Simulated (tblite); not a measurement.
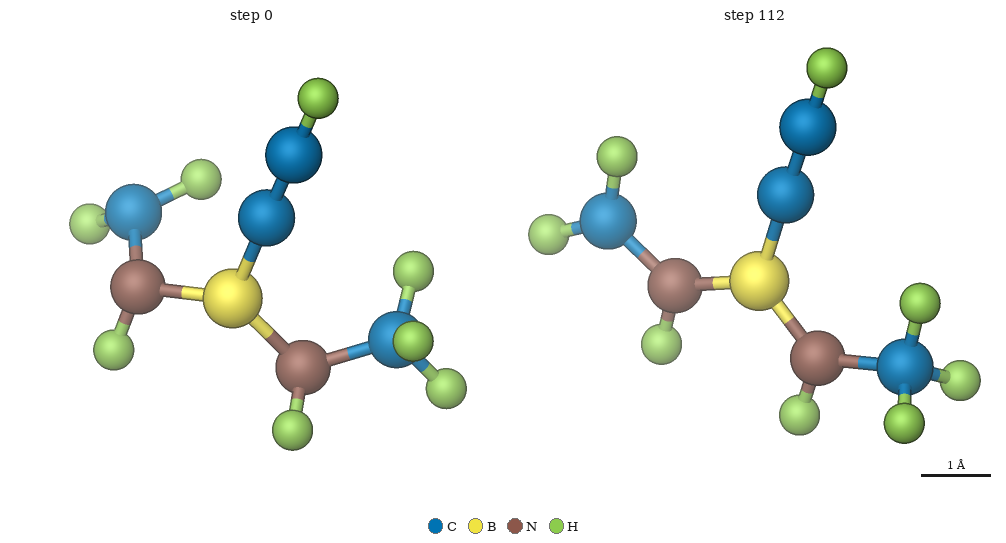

The structure of C4H8BN2 (multiplicity 2) before (left) and after (right) a relaxation, at one scale.

Style: ball-and-stick. Shown at a tilt.

The calculation used tblite, GFN2-xTB geometry optimisation, gas phase. 

Q: Describe what moved and what it gained.

A: An H atom moves most after the best rigid fit: 1.65 Å. By element the largest moves are H 1.65 Å, N 0.73 Å, C 0.72 Å, B 0.59 Å. Near-neighbour distances that change, for instance: B–N 1.531 → 1.411 Å, B–N 1.514 → 1.426 Å, C–N 1.438 → 1.359 Å, H–N 1.062 → 1.009 Å. Among the angles between lasting bonds that change: B–N–C 112.5° → 128.9°, B–N–C 112.3° → 126.8°, B–N–H 107.5° → 120.2°. Over 112 geometry steps the energy falls by 178.6 kJ/mol. The run took 0.82 s on 1 thread of Intel(R) Xeon(R) Processor @ 2.70GHz, on a shared host.
